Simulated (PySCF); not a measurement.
HfCl (doublet)

```yaml
atoms:
  - { symbol: Hf, position_ang: [0.0000, 0.0000, -0.3759] }
  - { symbol: Cl, position_ang: [0.0000, 0.0000, 1.9341] }
```

⟨S²⟩ = 0.83, above the pure value of 0.75; core potentials replace the inner electrons of Hf.

Method: PBE0/def2-TZVPPD, non-relativistic Hamiltonian with scalar-relativistic core potentials where named, at a bond length of 2.310 Å (PySCF).

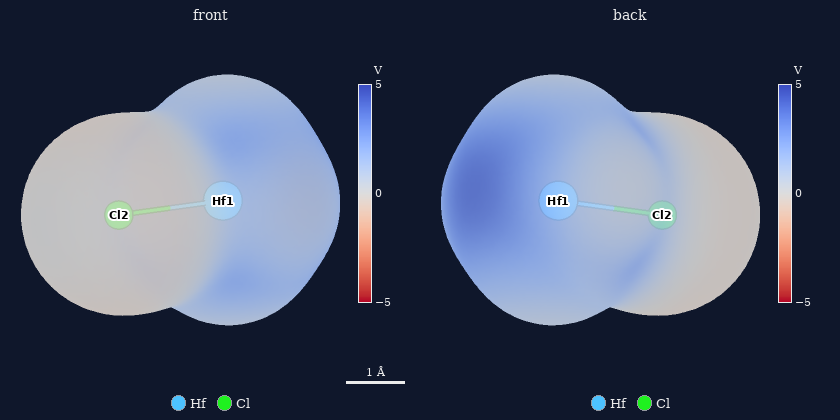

Figure 1. The molecular electrostatic potential painted on the density surface at 0.004 e/bohr³, seen from the front and from behind; the colour scale runs from red (negative) to blue (positive).

Q: Which sites attract a positive test charge, and which a negative one?

A: A positive charge is drawn to the negative regions and a negative charge to the positive ones. The most negative region (about −0.2 V) lies over Cl2, the most positive (about +4.0 V) over Hf1.

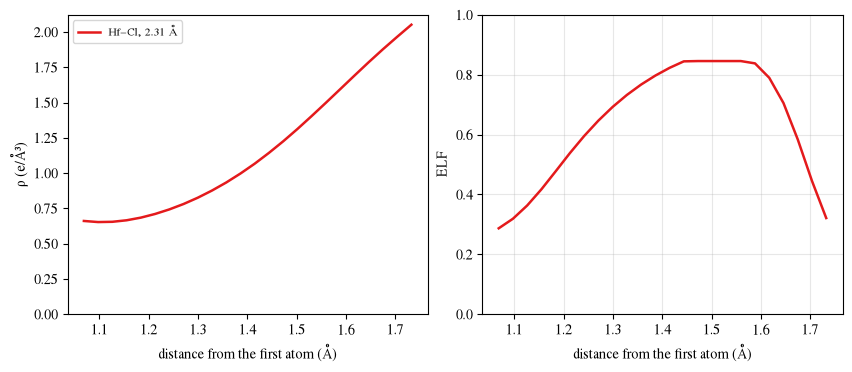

Figure 2. Electron density and ELF along straight lines between neighbouring atoms. The curves leave out the atomic cores.

Q: What can be read from the curves?

A: Hf–Cl (2.31 Å): ρ is about 0.67 e/Å³ halfway; the ELF peaks at about 0.85 in the valence shell of Cl, 0.8 Å from its nucleus, and is about 0.40 at the midpoint.
